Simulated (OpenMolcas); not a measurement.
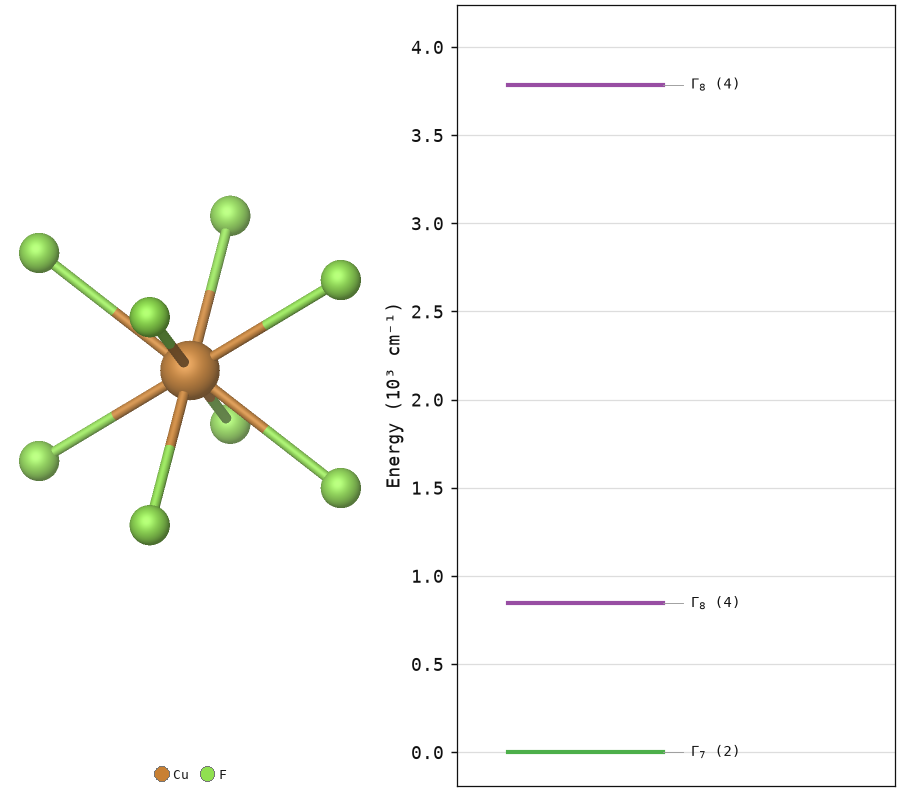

Cu²⁺ (3d⁹) as a dopant in CaF₂, a cluster with its 8 nearest F⁻ at 2.386 Å (cube) embedded in model potentials and point charges; the geometry was set, not optimised, and its levels. Labels give the representation in O, Td, D4 or D3 as the site allows (double group for half-integer spin) where it could be assigned and, in brackets, the degeneracy; spin-free states, where drawn, share the zero of the spin-orbit levels. Computed with OpenMolcas: state-averaged SS-CASPT2, IPEA shift 0.25, imaginary shift 0.1 hartree, closed shells 3s 3p correlated, active space 9 electrons in the shell 3d, basis ANO-RCC-VDZP on all atoms, DKH2 scalar Hamiltonian, spin-orbit coupling by RASSI with atomic mean-field integrals.

Give the ground level and the first gap.

Answer. The ground level is Γ₇, a Kramers doublet, 100 % from states of spin multiplicity 2. Its principal g values are 1.97, 1.97 and 1.97, isotropic. The next level lies at 845 cm⁻¹ (Γ₈).

Known limits: single d shell for a late 3d ion, CASPT2 field may be too large; the geometry is set by hand, with no relaxation and no charge compensation.
